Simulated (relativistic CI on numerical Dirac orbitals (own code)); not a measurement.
# Ge²⁴⁺: how the levels respond to the fine-structure constant and the nuclear radius

How sensitive are the low transitions of Ge²⁴⁺ to a change of α? Wanted is q = dE/dx with x = (α/α0)² − 1, and the field-shift factor by the mean square nuclear radius, for the lowest 30 levels.

The numbers are computed with relativistic CI on numerical Dirac orbitals (own code) version 2 (Dirac-Coulomb-Breit CI, KLI orbitals optimised for each configuration, derivatives by finite differences), except any that are marked as measured or tabulated.

## 1. The system

| Item | Value |
| --- | --- |
| ion | Ge²⁴⁺ (Ge XXV) |
| nuclear charge | 32 |
| electrons | 8 |
| isotope | A = 74 |
| first configuration | [He] 2s2 2p4 |

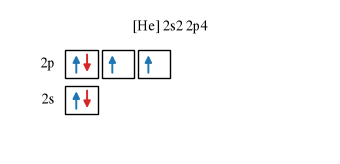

Outer shells as boxes.

## 2. Levels and derivatives

The run's settings:

```ini
atom Ge  Z=32  charge=24  electrons=8
nucleus A=74  rms_radius_fm=4.0742
hamiltonian dirac-coulomb  breit=on  qed=off  c_scale=1
orbitals kli  potential=per-configuration
slater_scale 1
correlation none
mixing on
configurations
  [He] 2s2 2p4
  [He] 2s 2p5
  [He] 2p6
  [He] 2p5 3s
  [He] 2p5 3p
  [He] 2p5 3d
  [He] 2s2 2p3 3s
  [He] 2s2 2p3 3p
end
derivatives alpha2 +-0.01 radius +-1%
```

Before running it: what results should come out? Wanted: lowest level; largest q in size, lowest 30 levels; largest K in size within the lowest configuration; largest field-shift factor among them.

The runs gave:

| quantity | value |
| --- | --- |
| lowest level | 2p4 3P2 |
| largest q in size, lowest 30 levels | 652300 cm⁻¹ (2p6 1S0) |
| largest K in size within the lowest configuration | 2.25 (2p4 3P1) |
| largest field-shift factor among them | -479 GHz/fm² (2p6 1S0) |

Among these levels the largest q belongs to 2p6 1S0, a change of configuration. The fine-structure partner 3P1 has K = 2.25, close to the 2 of an interval that scales as α². K = 2q/E, the relative sensitivity of a level, hangs on the computed energy: between configurations that lie close it can be off by a factor of several.
